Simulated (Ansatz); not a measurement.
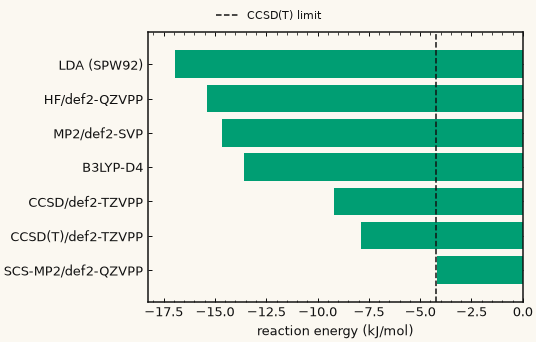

Electronic reaction energy of BSiNH₄Te ([TeH]B1N[SiH2]1) + H₂S (S) → BSiNH₄S (SB1N[SiH2]1) + H₂Te ([TeH2]) (SMILES in brackets) at several levels (functionals in def2-TZVPP unless a basis is named), isolated molecules at PBE0-D4 triple-zeta geometries, minima by their frequencies, no zero-point or thermal terms, the Ansatz code. The line is frozen-core CCSD(T) at the basis limit (MP2 extrapolated from triple and quadruple zeta, plus CCSD(T) less MP2 in a smaller set). The distance of MP2/def2-SVP, CCSD/def2-TZVPP, CCSD(T)/def2-TZVPP and SCS-MP2/def2-QZVPP to the limit includes basis error. Core potentials past Kr.

What do zero-point energy and temperature add?

Zero-point change −1.8 kJ/mol; at 298.15 K and 1 bar the CCSD(T) limit plus thermal terms gives an enthalpy of reaction of −7.3 and a free energy of −6.7 kJ/mol (harmonic PBE0-D4 modes, ideal gas).

Give the values.

| level | kJ/mol | less CCSD(T) limit |
| --- | --- | --- |
| LDA (SPW92) | −16.9 | −12.7 |
| HF/def2-QZVPP | −15.4 | −11.2 |
| MP2/def2-SVP | −14.6 | −10.4 |
| B3LYP-D4 | −13.6 | −9.3 |
| CCSD/def2-TZVPP | −9.2 | −5.0 |
| CCSD(T)/def2-TZVPP | −7.9 | −3.6 |
| SCS-MP2/def2-QZVPP | −4.2 | 0.1 |
| CCSD(T) limit | −4.2 | 0.0 |

Caveats: outer-core shells are correlated without core-valence functions, which makes the correlated values less sure; spin-orbit coupling is left out, and with Te it can shift these values.
